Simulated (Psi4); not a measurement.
**One shape, several levels: AlCl2F (SMILES [F][Al]([Cl])[Cl])**

We compute a comparison of 3 runs (SVWN5/6-311+G**, r2SCAN/6-311+G**, revPBE/6-311+G**) of AlCl2F. 

Program for the calculation: Psi4 1.11.

### 1 The structure to begin with

The species is AlCl2F (4 atoms), meant as a singlet with charge 0. As SMILES, `[F][Al]([Cl])[Cl]`. One bond was lengthened or shortened from a relaxed shape.

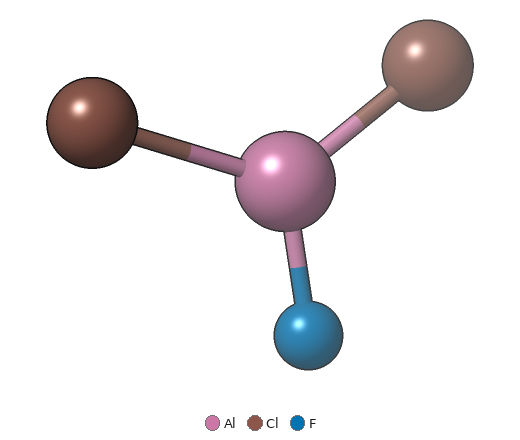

Viewed from a chosen angle; aluminium pink, chlorine brown, fluorine blue.

### 2 Energy and forces at SVWN5/6-311+G(d,p) (run 1)

Input file calc.dat:

```
memory 1.6 GB

molecule {
  Al     0.146438    -0.283997     0.002402
  Cl     2.159048    -0.441007     0.016672
  Cl    -1.111650     1.666840    -0.016240
  F     -0.701482    -1.705297     0.004462
  symmetry c1
  no_reorient
  no_com
}

set {
  basis                6-311+G**
  puream               true
  e_convergence        1e-09
  d_convergence        1e-08
  scf_type             pk
  dft_radial_points    99
  dft_spherical_points 590
}

E, wfn = gradient("scf", dft_functional={"name": "SVWN5", "x_functionals": {"LDA_X": {}}, "c_functionals": {"LDA_C_VWN": {}}}, return_wfn=True)
oeprop(wfn, "MAYER_INDICES", "DIPOLE", "MULLIKEN_CHARGES")
```

Started as:

```sh
$ psi4 -i calc.dat -o calc.out -n 1
```

calc.out:

```text
[...]
  Running in c1 symmetry.
[...]
  Nuclear repulsion =  234.741760077012486
[...]
  Multiplicity = 1
[...]
  Nalpha       = 28
  Nbeta        = 28
[...]
    Number of basis functions: 112
[...]
   @RKS iter   1: -1258.14470486376922   -2.90483e-01   5.98684e-03 DIIS/ADIIS
[...]
   @RKS iter  12: -1258.30059059188397   -3.18323e-12   3.33723e-09 DIIS
[...]
  @RKS Final Energy: -1258.30059059188397
   => Energetics <=
    Nuclear Repulsion Energy =            234.7417600770124864
    One-Electron Energy =               -2214.4851351170145790
    Two-Electron Energy =                 802.3220806826651597
    DFT Exchange-Correlation Energy =     -80.8792962345469562
    Empirical Dispersion Energy =           0.0000000000000000
    VV10 Nonlocal Energy =                  0.0000000000000000
    Total Energy =                      -1258.3005905918839744
[...]
  -Total Gradient:
     Atom            X                  Y                   Z
    ------   -----------------  -----------------  -----------------
       1        0.042053687175    -0.039865830455     0.000483943120
       2       -0.014282366876    -0.002915975759    -0.000077807120
       3       -0.030125480508     0.043160277194    -0.000426004920
       4        0.002354668370    -0.000375029949     0.000019847244
[...]
 Multipole Moments:
 ------------------------------------------------------------------------------------
     Multipole            Electronic (a.u.)      Nuclear  (a.u.)        Total (a.u.)
 ------------------------------------------------------------------------------------
 L = 1.  Multiply by 2.5417464519 to convert [e a0] to [Debye]
 Dipole X            :        -24.8122258           25.3150017            0.5027759
 Dipole Y            :         -3.4622294            3.4006132           -0.0616162
 Dipole Z            :         -0.1453098            0.1487744            0.0034646
 Magnitude           :                                                    0.5065493
[...]
  Mulliken Charges: (a.u.)
   Center  Symbol    Alpha    Beta     Spin     Total
       1    AL     6.25459  6.25459  0.00000  0.49082
       2    CL     8.53906  8.53906  0.00000 -0.07813
       3    CL     8.59557  8.59557  0.00000 -0.19114
       4     F     4.61078  4.61078  0.00000 -0.22156
   Total alpha = 28.00000, Total beta = 28.00000, Total charge = -0.00000
  Mayer Bond Indices:
[...]
```

Run time: 16 s. Hardware: 1 thread of Intel Xeon Platinum 8375C at 2.90GHz (Ice Lake), shared host; peak memory 0.57 GiB.

### 3 Energy and forces at r2SCAN/6-311+G(d,p) (run 2)

Input file alcl2f.json:

```json
{
  "schema_name": "qcschema_input",
  "schema_version": 1,
  "molecule": {
    "schema_name": "qcschema_molecule",
    "schema_version": 2,
    "symbols": ["Al", "Cl", "Cl", "F"],
    "geometry": [0.27672771, -0.53667655, 0.00453912, 4.08000941, -0.83338245, 0.03150551, -2.10071405, 3.14987109, -0.03068915, -1.32560886, -3.22254429, 0.00843196],
    "molecular_charge": 0,
    "molecular_multiplicity": 1,
    "fix_symmetry": "c1"
  },
  "driver": "gradient",
  "model": {
    "method": "r2scan",
    "basis": "6-311+G**"
  },
  "keywords": {
    "puream": true,
    "e_convergence": 1e-09,
    "d_convergence": 1e-08,
    "scf_type": "pk",
    "dft_radial_points": 99,
    "dft_spherical_points": 590,
    "scf_properties": ["LOWDIN_CHARGES", "WIBERG_LOWDIN_INDICES", "DIPOLE"]
  }
}
```

Started as:

```sh
$ psi4 --qcschema alcl2f.json -n 1 --memory 1600MB
```

stdout:

```text
[...]
  Running in c1 symmetry.
[...]
  Nuclear repulsion =  234.741760214395470
[...]
  Multiplicity = 1
[...]
  Nalpha       = 28
  Nbeta        = 28
[...]
    Number of basis functions: 112
[...]
   @RKS iter   1: -1262.65632356998776   -3.46684e-01   5.92307e-03 DIIS/ADIIS
[...]
   @RKS iter  11: -1262.80081777882629   -1.13687e-11   8.47925e-09 DIIS
[...]
  @RKS Final Energy: -1262.80081777882629
   => Energetics <=
    Nuclear Repulsion Energy =            234.7417602143954696
    One-Electron Energy =               -2215.1585037184481735
    Two-Electron Energy =                 803.2102627588377572
    DFT Exchange-Correlation Energy =     -85.5943370336115805
    Empirical Dispersion Energy =           0.0000000000000000
    VV10 Nonlocal Energy =                  0.0000000000000000
    Total Energy =                      -1262.8008177788262856
[...]
 Multipole Moments:
 ------------------------------------------------------------------------------------
     Multipole            Electronic (a.u.)      Nuclear  (a.u.)        Total (a.u.)
 ------------------------------------------------------------------------------------
 L = 1.  Multiply by 2.5417464519 to convert [e a0] to [Debye]
 Dipole X            :          0.0676253            0.4373103            0.5049356
 Dipole Y            :         -0.9375925            0.8395006           -0.0980919
 Dipole Z            :          0.0052285           -0.0015734            0.0036551
 Magnitude           :                                                    0.5143884
[...]
  -Total Gradient:
     Atom            X                  Y                   Z
    ------   -----------------  -----------------  -----------------
       1        0.044257133061    -0.040415519123     0.000501212646
       2       -0.016710077905    -0.003271329276    -0.000091927063
       3       -0.030728537618     0.043807928223    -0.000433258160
       4        0.003189606677     0.000268659426     0.000022099034
[...]
```

The result, in JSON:

```text
{
 "driver": "gradient",
 "model": {
  "method": "r2scan",
  "basis": "6-311+G**"
 },
 "success": true,
 "return_result": [0.044257133060561143, -0.040415519123044925, 0.0005012126456528814, -0.016710077904939752, -0.003271329276413739, -9.192706292483538e-05, -0.03072853761831791, 0.043807928223272175, -0.0004332581603656875, 0.003189606677373391, 0.0002686594264450781, 2.2099033926483618e-05],
 "properties": {
  "calcinfo_nbasis": 112,
  "calcinfo_nmo": 112,
  "calcinfo_nalpha": 28,
  "calcinfo_nbeta": 28,
  "calcinfo_natom": 4,
  "nuclear_repulsion_energy": 234.74176021439547,
  "return_energy": -1262.8008177788263,
  "return_gradient": [0.044257133060561143, -0.040415519123044925, 0.0005012126456528814, -0.016710077904939752, -0.003271329276413739, -9.192706292483538e-05, -0.03072853761831791, 0.043807928223272175, -0.0004332581603656875, 0.003189606677373391, 0.0002686594264450781, 2.2099033926483618e-05],
  "scf_one_electron_energy": -2215.158503718448,
  "scf_two_electron_energy": 803.2102627588378,
  "scf_xc_energy": -85.59433703361158,
  "scf_dipole_moment": [0.5049356354203507, -0.09809194974620628, 0.0036551384724803765],
  "scf_total_energy": -1262.8008177788263,
  "scf_total_gradient": [0.044257133060561143, -0.040415519123044925, 0.0005012126456528814, -0.016710077904939752, -0.003271329276413739, -9.192706292483538e-05, -0.03072853761831791, 0.043807928223272175, -0.0004332581603656875, 0.003189606677373391, 0.0002686594264450781, 2.2099033926483618e-05],
  "scf_iterations": 11
 }
}
```

Run time: 41 s. Hardware: 1 thread of Intel Xeon Platinum 8375C at 2.90GHz (Ice Lake), shared host; peak memory 0.62 GiB.

### 4 Energy and gradient at revPBE/6-311+G(d,p) (run 3)

Input file input.dat:

```
memory 1600 MB

molecule {
  Al     0.27672771    -0.53667655     0.00453912
  Cl     4.08000941    -0.83338245     0.03150551
  Cl    -2.10071405     3.14987109    -0.03068915
  F     -1.32560886    -3.22254429     0.00843196
  units bohr
  symmetry c1
  no_reorient
  no_com
}

set {
  basis                6-311+G**
  reference            rks
  puream               true
  e_convergence        1e-09
  d_convergence        1e-08
  scf_type             pk
  dft_radial_points    99
  dft_spherical_points 590
}

E, wfn = gradient("revpbe", return_wfn=True)
oeprop(wfn, "QUADRUPOLE", "DIPOLE", "WIBERG_LOWDIN_INDICES")
print_variables()
```

Started as:

```sh
$ psi4 input.dat output.dat -n 1
```

output.dat:

```text
[...]
  Running in c1 symmetry.
[...]
  Nuclear repulsion =  234.741760214395470
[...]
  Multiplicity = 1
[...]
  Nalpha       = 28
  Nbeta        = 28
[...]
    Number of basis functions: 112
[...]
   @RKS iter   1: -1262.50370317382840   -2.77597e-01   6.21858e-03 ADIIS/DIIS
[...]
   @RKS iter  12: -1262.66791050004690   -9.09495e-13   2.74168e-09 DIIS
[...]
  @RKS Final Energy: -1262.66791050004690
   => Energetics <=
    Nuclear Repulsion Energy =            234.7417602143954696
    One-Electron Energy =               -2215.0467646998326927
    Two-Electron Energy =                 803.0553202447631520
    DFT Exchange-Correlation Energy =     -85.4182262593728296
    Empirical Dispersion Energy =           0.0000000000000000
    VV10 Nonlocal Energy =                  0.0000000000000000
    Total Energy =                      -1262.6679105000469008
[...]
  -Total Gradient:
     Atom            X                  Y                   Z
    ------   -----------------  -----------------  -----------------
       1        0.041611216370    -0.046977578519     0.000520296266
       2       -0.025931173292    -0.002453049580    -0.000157866075
       3       -0.026194659510     0.036846218540    -0.000366508610
       4        0.010523640593     0.012592513456     0.000004083199
[...]
 Multipole Moments:
 ------------------------------------------------------------------------------------
     Multipole            Electronic (a.u.)      Nuclear  (a.u.)        Total (a.u.)
 ------------------------------------------------------------------------------------
 L = 1.  Multiply by 2.5417464519 to convert [e a0] to [Debye]
 Dipole X            :        -24.8210213           25.3150016            0.4939803
 Dipole Y            :         -3.4903981            3.4006131           -0.0897849
 Dipole Z            :         -0.1452236            0.1487743            0.0035507
 Magnitude           :                                                    0.5020861
 L = 2.  Multiply by 1.3450342976 to convert [e a0^2] to [Debye ang]
 Quadrupole XX       :       -408.8474221          374.8217638          -34.0256584
 Quadrupole XY       :        133.8413087         -133.7763470            0.0649618
[...]
```

Run time: 25 s. Hardware: 1 thread of Intel Xeon Platinum 8375C at 2.90GHz (Ice Lake), shared host; peak memory 0.61 GiB.

### 5 Overview of the runs

```csv
run,level,energy (Eh),dipole moment (D),HOMO energy (eV),LUMO energy (eV),wall time
1,SVWN5/6-311+G**,-1258.300591,1.29,-8.14,-3.45,16 s
2,r2SCAN/6-311+G**,-1262.800818,1.31,-8.32,-2.79,41 s
3,revPBE/6-311+G**,-1262.667911,1.28,-7.91,-3.06,25 s
```

### 6 What came out

| quantity | value |
| --- | --- |
| run 3: total energy | -1262.66791 Eh |
| run 3: dipole moment | 1.28 D |
| run 3: HOMO energy | -7.91 eV |
| run 3: LUMO energy | -3.06 eV |
| run 3: HOMO–LUMO gap | 4.85 eV |
| run 3: largest force on an atom | 3.227 eV/Å |

The dipole moment (its size) runs from 1.28 D (revPBE/6-311+G**) to 1.31 D (r2SCAN/6-311+G**). The HOMO–LUMO gap runs from 4.69 eV (SVWN5/6-311+G**) to 5.53 eV (r2SCAN/6-311+G**). Totals of different functionals can't be ranked against each other. All runs together took 81 s, the longest 41 s.
